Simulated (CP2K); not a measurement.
Band structure of Ti6PtAu (Pm-3, 8 atoms in the cell).

```xyz
8
Lattice="5.0561 0.0000 0.0000 0.0000 5.0561 0.0000 0.0000 0.0000 5.0561" Properties=species:S:1:pos:R:3 pbc="T T T"
Ti     0.0000     2.5281     3.8101
Ti     0.0000     2.5281     1.2461
Ti     3.8101     0.0000     2.5281
Ti     1.2461     0.0000     2.5281
Ti     2.5281     3.8101     0.0000
Ti     2.5281     1.2461     0.0000
Pt     0.0000     0.0000     0.0000
Au     2.5281     2.5281     2.5281
```

Level of theory: CP2K with LDA (Pade form), GPW, DZVP-MOLOPT-SR-GTH basis, GTH-PADE potentials (GTH_POTENTIALS).

Settings: CUTOFF = 600 Ry; REL_CUTOFF = 50 Ry; SMEAR/METHOD = GAUSSIAN; SIGMA = 0.136 eV; KPOINTS/SCHEME = MONKHORST-PACK 5 5 5; XC_FUNCTIONAL = PADE; Ti/BASIS_SET = DZVP-MOLOPT-SR-GTH; Ti/POTENTIAL = GTH-PADE-q12; Pt/BASIS_SET = DZVP-MOLOPT-SR-GTH; Pt/POTENTIAL = GTH-PADE-q18; Au/BASIS_SET = DZVP-MOLOPT-SR-GTH; Au/POTENTIAL = GTH-PADE-q11; METHOD = GPW; EPS_DEFAULT = 1e-11.

The starting cell comes from a database of computed structures (which also holds hypothetical and non-ambient phases and stackings), without a prior relaxation at this level. Spin-orbit coupling is off. Spin polarisation is off. Values carry the incompleteness of an atom-centred basis.

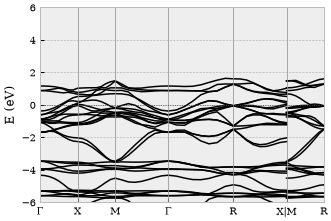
Figure. Bands along the path, energies from the Fermi level.

Levels in eV from the Fermi level, bands 48 to 53:
| point | 48 | 49 | 50 | 51 | 52 | 53 |
|---|---|---|---|---|---|---|
| Γ | -0.89 | -0.89 | -0.89 | -0.61 | -0.61 | -0.37 |
| X | -0.57 | -0.03 | 0.04 | 0.11 | 0.21 | 0.52 |
| M | -0.45 | -0.21 | -0.18 | -0.18 | 0.69 | 0.88 |
| R | -0.05 | -0.05 | -0.05 | -0.05 | -0.05 | 1.28 |

Bands cross the Fermi level along this path, so the cell is metallic at this level.

Higher empty bands are left out: an atom-centred basis made for the valence describes them poorly.
